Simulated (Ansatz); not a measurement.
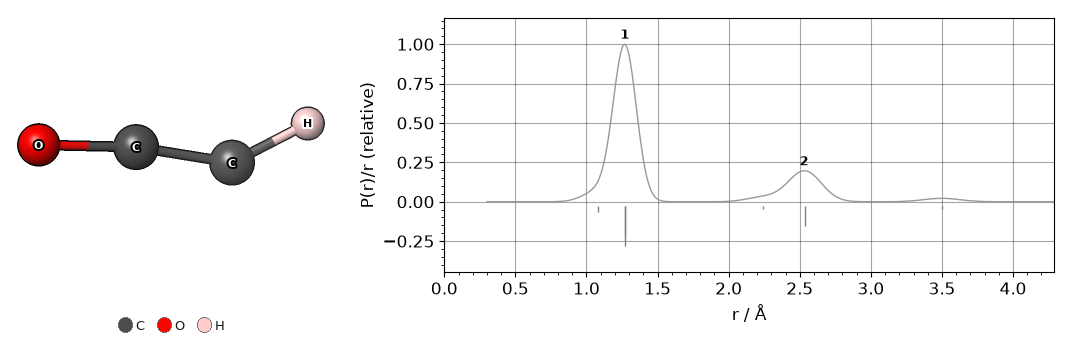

Simulated gas electron diffraction: radial distribution curve of C₂HO (charge -1, ignored in the scattering factors). Each pair of atoms contributes with weight ZᵢZⱼ/r (bars below the curve); damping constant 0.002 Å²; vibrational amplitudes assumed, not computed: 0.05 Å for bonds, 0.078 Å for bonds to H, 0.06 + 0.015 r up to 0.15 Å for other pairs. The geometry is the end point of an optimisation (UKS PBE-D4/6-31G in Ansatz); it may be a saddle point or a higher isomer.

Which pairs of atoms lie under the numbered peaks? Mark bonded pairs by – and others by ···.

Answer. Peak 1, 1.27 Å: O–C 1.27 Å, C–C 1.27 Å
Peak 2, 2.53 Å: O···C 2.53 Å; in its flanks C···H 2.24 Å
